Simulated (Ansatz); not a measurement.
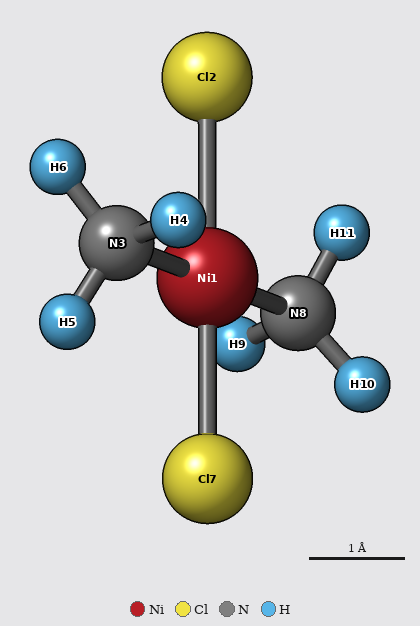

Figure 1. The structure as given in the input (ball-and-stick view, seen at an oblique angle; atoms are numbered from 1 in the order of the input). Sticks mark near contacts.

## What a change does: geometry relaxation on NiN$_{2}$H$_{6}$Cl$_{2}$

System: NiN$_{2}$H$_{6}$Cl$_{2}$ (trans-NiCl2(NH3)2), multiplicity 3.
Method of the first run: UKS PBE-D4/def2-SVP (Ansatz 0.2.0).

The geometry: PBE-D4/def2-SVP start. Text and figures count atoms from 1; the logs count them from 0 in places.

The input, the first run:
```yaml
crystal:
  periodic: [false, false, false]
  atoms:
    - {symbol: Ni, position_ang: [0.002358, 0.000005, -0.000216]}
    - {symbol: Cl, position_ang: [2.189665, 0.009289, 0.030218]}
    - {symbol: N, position_ang: [-0.006236, 1.904237, -0.009097]}
    - {symbol: H, position_ang: [0.044558, 2.262091, 0.956687]}
    - {symbol: H, position_ang: [-0.883804, 2.253357, -0.424338]}
    - {symbol: H, position_ang: [0.817611, 2.268799, -0.510799]}
    - {symbol: Cl, position_ang: [-2.185131, -0.009301, -0.032111]}
    - {symbol: N, position_ang: [0.007587, -1.904218, 0.008680]}
    - {symbol: H, position_ang: [-0.128672, -2.262571, -0.948509]}
    - {symbol: H, position_ang: [-0.772867, -2.266672, 0.576507]}
    - {symbol: H, position_ang: [0.914930, -2.255006, 0.352996]}
basis:
  gaussian: {orbitals: def2-SVP}
magnetization: {spin_polarized: true, initial_magnetization: 2}
hamiltonian: {xc: pbe, dispersion: d4}
scf: {lower_state_search: "off"}
output: {orbitals: {seedname: orbitals}}
relax: {f_tol: 0.02, max_steps: 100}
```

Command:
```bash
ansatz run in.yaml --threads 4 --pin off --events-out ev --progress --plain --max-ram 8704MiB
```

Hardware: 4 threads of Intel Xeon @ 2.50GHz, 15 GiB of memory available, shared host.

Output, shortened to warnings, some set-up lines, iterations and results (the first run):
```
[...]
mean field evaluation 1: about -69119.0453 eV, gradient 6.3e1 eV
mean field evaluation 2: about -68461.8884 eV, gradient 3.0e2 eV
mean field evaluation 4: about -69132.4221 eV, gradient 2.1e1 eV
mean field evaluation 8: about -69134.3183 eV, gradient 5.8e-1 eV
mean field evaluation 16: about -69134.2428 eV, gradient 5.3e-4 eV
relax step   1: F+E_penalty+E_count = -69134.53570696 eV  Δ(F+E_penalty+E_count) = +0.000e0 eV  max|allowed force component| = 1.452e0 eV/Å  Δτ_max = 0.0000 Å  (21 SCF iters, …
relax step   2: F+E_penalty+E_count = -69134.76394079 eV  Δ(F+E_penalty+E_count) = -2.282e-1 eV  max|allowed force component| = 7.605e-1 eV/Å  Δτ_max = 0.0714 Å  (25 SCF …
mean field evaluation 32: about -69134.6094 eV, gradient 2.4e0 eV
relax step   3: F+E_penalty+E_count = -69134.82938227 eV  Δ(F+E_penalty+E_count) = -6.544e-2 eV  max|allowed force component| = 2.770e-1 eV/Å  Δτ_max = 0.0681 Å  (26 SCF …
relax step   4: F+E_penalty+E_count = -69134.71230282 eV  Δ(F+E_penalty+E_count) = +1.171e-1 eV  max|allowed force component| = 1.396e0 eV/Å  Δτ_max = 0.0670 Å  (29 SCF …
relax step   5: F+E_penalty+E_count = -69134.83852693 eV  Δ(F+E_penalty+E_count) = -9.145e-3 eV  max|allowed force component| = 4.683e-2 eV/Å  Δτ_max = 0.0313 Å  (26 SCF …
relax step   6: F+E_penalty+E_count = -69134.83914265 eV  Δ(F+E_penalty+E_count) = -6.157e-4 eV  max|allowed force component| = 1.075e-2 eV/Å  Δτ_max = 0.0099 Å  (20 SCF …
Total energy: -69134.83919962 eV, -2540.6584793089 hartree
Atom 0 at     0.000553     0.000021    -0.000373 Å, force    -0.001449     0.000063     0.000861 eV/Å
Atom 1 at     2.242652     0.005657     0.032782 Å, force    -0.010548    -0.000198    -0.000488 eV/Å
Atom 2 at    -0.006426     2.059235    -0.002605 Å, force     0.000433    -0.005354    -0.000594 eV/Å
Atom 3 at     0.051462     2.435052     0.953948 Å, force     0.000857     0.000620     0.001520 eV/Å
Atom 4 at    -0.881230     2.413455    -0.415328 Å, force     0.002179    -0.000081    -0.000211 eV/Å
Atom 5 at     0.807232     2.428920    -0.514058 Å, force    -0.002553     0.001344    -0.000545 eV/Å
Atom 6 at    -2.241154    -0.005602    -0.040525 Å, force     0.010752     0.000128    -0.001320 eV/Å
Atom 7 at     0.007054    -2.059220     0.004098 Å, force    -0.000106     0.005380     0.001689 eV/Å
Atom 8 at    -0.125666    -2.435382    -0.944815 Å, force    -0.000252    -0.000282    -0.001443 eV/Å
Atom 9 at    -0.765084    -2.430996     0.574720 Å, force     0.002876    -0.001159     0.000480 eV/Å
Atom 10 at     0.910605    -2.411129     0.352175 Å, force    -0.002189    -0.000460     0.000050 eV/Å
Dipole moment:    -0.001772    -0.000143     0.004553 e Å
Checks for a lower state left out: stability, starts, cluster_reference, orbital_swaps, neighbouring_geometries, increment
```

For the second run the input was changed thus:
```diff
-magnetization: {spin_polarized: true, initial_magnetization: 2}
+total_charge: 1
+magnetization: {spin_polarized: true, initial_magnetization: 1}
```

How does the second run compare with the first run?

The total energies belong to different systems, so their difference says nothing on which is more stable or more accurate. The HOMO goes from −4.06 to −11.18 eV. The LUMO goes from −4.01 to −10.62 eV. On the same kind of shared host the second run took about 0.57 times as long.

Output, shortened to warnings, some set-up lines, iterations and results (the second run):
```
[...]
mean field evaluation 1: about -69073.5303 eV, gradient 1.2e2 eV
mean field evaluation 2: about -68252.4624 eV, gradient 3.0e2 eV
mean field evaluation 4: about -69106.7431 eV, gradient 7.5e1 eV
mean field evaluation 8: about -69112.4683 eV, gradient 6.4e1 eV
mean field evaluation 16: about -69127.7973 eV, gradient 1.1e-3 eV
relax step   1: F+E_penalty+E_count = -69128.06719991 eV  Δ(F+E_penalty+E_count) = +0.000e0 eV  max|allowed force component| = 6.154e-1 eV/Å  Δτ_max = 0.0000 Å  (63 SCF …
relax step   2: F+E_penalty+E_count = -69128.11117293 eV  Δ(F+E_penalty+E_count) = -4.397e-2 eV  max|allowed force component| = 2.463e-1 eV/Å  Δτ_max = 0.0341 Å  (27 SCF …
mean field evaluation 32: about -69127.8511 eV, gradient 9.8e-5 eV
relax step   3: F+E_penalty+E_count = -69128.12172459 eV  Δ(F+E_penalty+E_count) = -1.055e-2 eV  max|allowed force component| = 3.572e-2 eV/Å  Δτ_max = 0.0281 Å  (27 SCF …
relax step   4: F+E_penalty+E_count = -69128.12183609 eV  Δ(F+E_penalty+E_count) = -1.115e-4 eV  max|allowed force component| = 1.010e-2 eV/Å  Δτ_max = 0.0058 Å  (19 SCF …
Total energy: -69128.12188934 eV, -2540.4116227094 hartree
Atom 0 at     0.002352     0.000011    -0.000727 Å, force    -0.000081     0.000134    -0.000203 eV/Å
Atom 1 at     2.135375     0.016088     0.031970 Å, force    -0.002533    -0.006621     0.000920 eV/Å
Atom 2 at    -0.006121     1.937334    -0.007985 Å, force    -0.008594     0.010067     0.005166 eV/Å
Atom 3 at     0.047431     2.300259     0.959035 Å, force     0.001208    -0.005346    -0.001674 eV/Å
Atom 4 at    -0.876052     2.307356    -0.425995 Å, force     0.001199    -0.002222    -0.001742 eV/Å
Atom 5 at     0.810126     2.315740    -0.516607 Å, force    -0.001813    -0.004349    -0.001890 eV/Å
Atom 6 at    -2.130931    -0.016207    -0.033509 Å, force     0.002115     0.006449    -0.000670 eV/Å
Atom 7 at     0.007026    -1.937307     0.007573 Å, force     0.007691    -0.010097    -0.005004 eV/Å
Atom 8 at    -0.129802    -2.301454    -0.950697 Å, force    -0.000617     0.005400     0.001712 eV/Å
Atom 9 at    -0.766052    -2.312472     0.581777 Å, force     0.002228     0.004530     0.001752 eV/Å
Atom 10 at     0.906646    -2.309338     0.355183 Å, force    -0.000805     0.002056     0.001633 eV/Å
Dipole moment:    -0.004391    -0.000006     0.001833 e Å
Checks for a lower state left out: stability, starts, cluster_reference, orbital_swaps, neighbouring_geometries, increment
```

The two runs side by side:

```tsv
quantity	the first run	the second run
outcome	converged	converged
total energy (hartree)	−2540.658479	−2540.411623
HOMO (eV)	−4.06	−11.18
LUMO (eV)	−4.01	−10.62
dipole moment (D)	0.02	–
⟨S²⟩	2.003	0.754
largest force (eV/Å)	0.011	0.014
basis functions	125	125
wall time (shared host)	15 s	8.5 s
```
